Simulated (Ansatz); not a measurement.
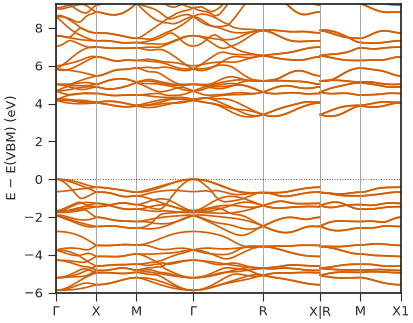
Fig. 1. Band structure from r²SCAN (plane waves, PAW; program Ansatz)

Read off the gap and where the band edges lie.

About 3.3 eV (3.29 eV by a search for the band edges); maximum at Γ, minimum on the Γ–R line, 80 % of the way from Γ.

Pick the material that matches.
A. HfSO, P2_13 (Hf on 4a, S on 4a, O on 4a)
B. KTaO3, cubic perovskite
C. BaHfO3, cubic perovskite
D. ZnO, Pm-3n (Zn on 6c, O on 6d)

A, HfSO, P2_13 (Hf on 4a, S on 4a, O on 4a)

The first step of the workflow began from a Materials Project structure, measured or hypothetical; the Crystallography Open Database copy checked does not list it. Whether it is the stable phase at ambient conditions was not checked. Symmetry was held in the r²SCAN relaxation; its stability against distortions is not shown here. No spin polarisation was allowed. Spin–orbit coupling is left out wherever it is not named.

Potentials: the earlier of the program's two PAW sets.
